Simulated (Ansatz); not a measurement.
# C6H10O4 (SMILES CCOC(=O)C(=O)OCC): what the fields show

Input file:

```
crystal:
  periodic: [false, false, false]
  atoms:
    - {symbol: C, position_ang: [-1.753235, -0.869754, 3.084469]}
    - {symbol: C, position_ang: [-1.573181, 0.528983, 2.550176]}
    - {symbol: O, position_ang: [-0.441081, 0.602991, 1.666713]}
    - {symbol: C, position_ang: [-0.659264, 0.261002, 0.407890]}
    - {symbol: O, position_ang: [-1.704656, -0.080030, -0.067625]}
    - {symbol: C, position_ang: [0.648892, 0.314176, -0.386723]}
    - {symbol: O, position_ang: [1.706675, -0.022534, 0.063819]}
    - {symbol: O, position_ang: [0.416624, 0.739184, -1.617418]}
    - {symbol: C, position_ang: [1.549406, 0.771387, -2.502496]}
    - {symbol: C, position_ang: [1.779609, -0.576986, -3.137526]}
    - {symbol: H, position_ang: [-0.846447, -1.212552, 3.585743]}
    - {symbol: H, position_ang: [-2.572101, -0.882235, 3.807431]}
    - {symbol: H, position_ang: [-1.998676, -1.564357, 2.280256]}
    - {symbol: H, position_ang: [-2.460698, 0.867606, 2.012907]}
    - {symbol: H, position_ang: [-1.339494, 1.236141, 3.345748]}
    - {symbol: H, position_ang: [1.288957, 1.525884, -3.244465]}
    - {symbol: H, position_ang: [2.424744, 1.101925, -1.940770]}
    - {symbol: H, position_ang: [0.885205, -0.915036, -3.663655]}
    - {symbol: H, position_ang: [2.597334, -0.506626, -3.858459]}
    - {symbol: H, position_ang: [2.051394, -1.319169, -2.386013]}
basis:
  gaussian: {orbitals: def2-TZVPP}
hamiltonian: {xc: pbe0, dispersion: d4}
output: {orbitals: {seedname: orbitals}}
```

Launched as:

```sh
ansatz run in.yaml --threads 4 --pin off --events-out ev --progress --plain --max-ram 66560MiB --backend cuda --devices 0, --max-vram 37GiB
```

Geometry: PBE0-D4/def2-TZVP.

The calculation used RKS PBE0-D4/def2-TZVPP (Ansatz 0.2.0).

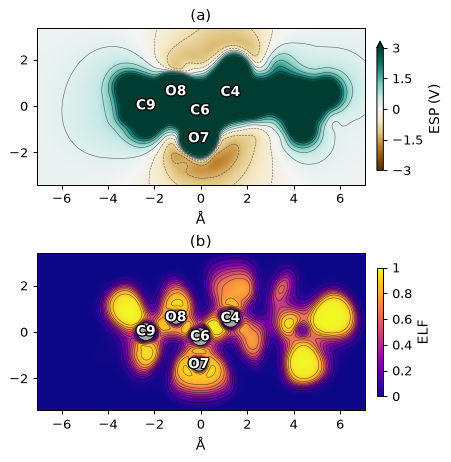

Figure 1. (a) electrostatic potential; (b) electron localisation function on the plane of atoms C4, C6 and O8. Grey discs cover the atomic cores in the ELF map.

> What does the map show?

- The section cuts through C and O sites.
- C–O (1.20 Å): the ELF peaks at about 0.85 between the atoms (a short, multiple covalent bond).
- C–C (1.53 Å): the ELF peaks at about 1 between the atoms, as expected for a shared electron pair.
- C–O (1.32 Å): the ELF peaks at about 0.90 between the atoms (a polar covalent bond).
- The ELF also peaks beside O7, O8 and O5, away from the bonds: lone-pair regions.
- Outside the dense part of the molecule the potential is most negative (−1.8 V) near O7.

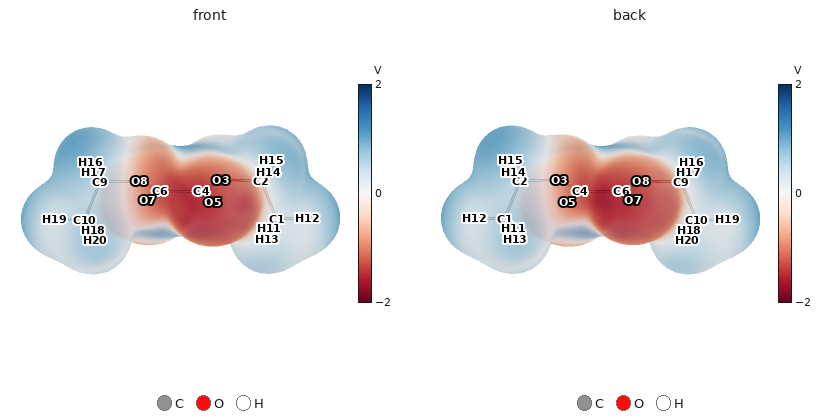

Figure 2. The molecular electrostatic potential painted on the density surface at 0.002 e/bohr³, seen from the front and from behind; the colour scale runs from red (negative) to blue (positive).

> Where is the surface potential most negative and most positive?

The most negative region (about −1.6 V, or −37 kcal/mol for a unit charge) lies over O5 and O7, the most positive (about +1.0 V, or +23 kcal/mol for a unit charge) over C4, C6, H15 and H16.

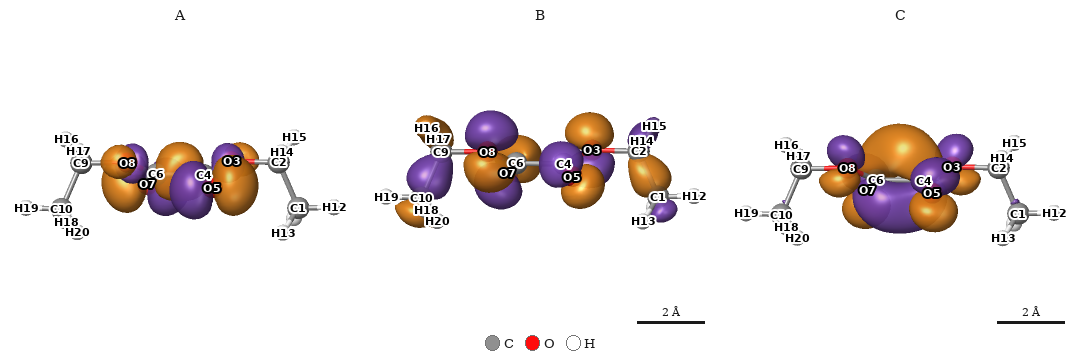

Figure 3. Three frontier orbitals at ±0.1 Å⁻³ᐟ² (orange and purple are the two phases), in no order.

> Order the three orbitals by energy and name them.

B is the HOMO−1 (−9.00 eV). By Hirshfeld shares it lies mainly on O3 (about 20 %), O8 (about 20 %), O5 (about 15 %) and O7 (about 15 %). A is the HOMO (−7.82 eV). Its weight (Hirshfeld) is mainly on O7 (about 35 %), O5 (about 35 %), C4 (about 10 %) and C6 (about 10 %). C is the LUMO (−1.21 eV). By Hirshfeld shares it lies mainly on C4 (about 25 %), C6 (about 25 %), O5 (about 15 %), O7 (about 15 %), O3 (about 10 %) and O8 (about 10 %).

> What is the HOMO–LUMO gap?

6.61 eV between the orbital energies.

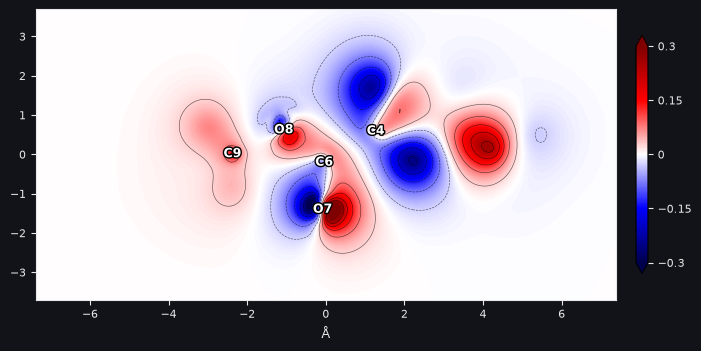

Figure 4. The HOMO−1 on the plane of atoms C4, C6 and O8 (values in Å⁻³ᐟ²; the overall sign is arbitrary).

> Where does this orbital lie, and at what energy?

By Hirshfeld shares it lies mainly on O3 (about 20 %), O8 (about 20 %), O5 (about 15 %) and O7 (about 15 %). Its energy is −9.00 eV.
